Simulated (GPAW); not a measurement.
Band structure of SrAsPt (P6_3/mmc, 6 atoms in the cell).

```
SrAsPt
1.0
    4.28518     0.00000     0.00000
   -2.14259     3.71108     0.00000
    0.00000     0.00000     9.12241
Sr As Pt
2 2 2
Direct
  0.00000   0.00000   0.50000
  0.00000   0.00000   0.00000
  0.33333   0.66667   0.75000
  0.66667   0.33333   0.25000
  0.33333   0.66667   0.25000
  0.66667   0.33333   0.75000
```

Method of the run: LDA (Perdew-Wang 92), GPAW PAW datasets LDA (gpaw-data 1.0.1) (plane waves; GPAW).

Settings: mode = pw; ecut = 550 eV; xc = LDA; kpts = 7 7 3; mesh shift (steps) = 0 0 0; occupations.name = fermi-dirac; occupations.width = 0.1 eV; nbands = -12; convergence.forces = 0.001 eV/Å; symmetry.symmorphic = false; symmetry.tolerance = 0.0005; maxiter = 100; bandpath_npoints = 40.

The starting cell comes from a database of computed structures (which also holds hypothetical and non-ambient phases and stackings), without a prior relaxation at this level. Its lattice was rescaled by a random factor within 2.5 % of one. Spin-orbit coupling is off. Spin polarisation is off.

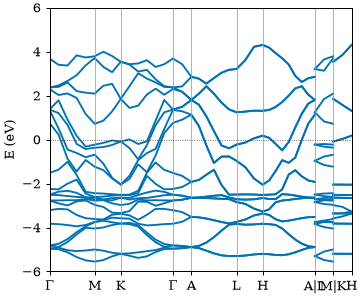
Figure: Bands along the path, energies from the Fermi level.

Levels in eV from the Fermi level, bands 27 to 34:
```json
[
 {"point": "Γ", "27": "-2.25", "28": "-1.52", "29": "0.75", "30": "1.35", "31": "1.36", "32": "1.36", "33": "2.30", "34": "2.37"},
 {"point": "M", "27": "-2.61", "28": "-2.44", "29": "-1.24", "30": "-0.69", "31": "-0.37", "32": "-0.23", "33": "0.71", "34": "2.09"},
 {"point": "K", "27": "-2.52", "28": "-2.52", "29": "-2.05", "30": "-2.05", "31": "-0.09", "32": "-0.09", "33": "1.85", "34": "1.85"},
 {"point": "A", "27": "-1.93", "28": "-1.93", "29": "1.13", "30": "1.13", "31": "1.80", "32": "1.80", "33": "1.80", "34": "1.80"},
 {"point": "L", "27": "-2.50", "28": "-2.50", "29": "-0.97", "30": "-0.97", "31": "-0.23", "32": "-0.23", "33": "1.24", "34": "1.24"},
 {"point": "H", "27": "-2.52", "28": "-2.52", "29": "-2.05", "30": "-2.05", "31": "0.18", "32": "0.18", "33": "1.31", "34": "1.31"}
]
```

Bands cross the Fermi level along this path, so the cell is metallic at this level.
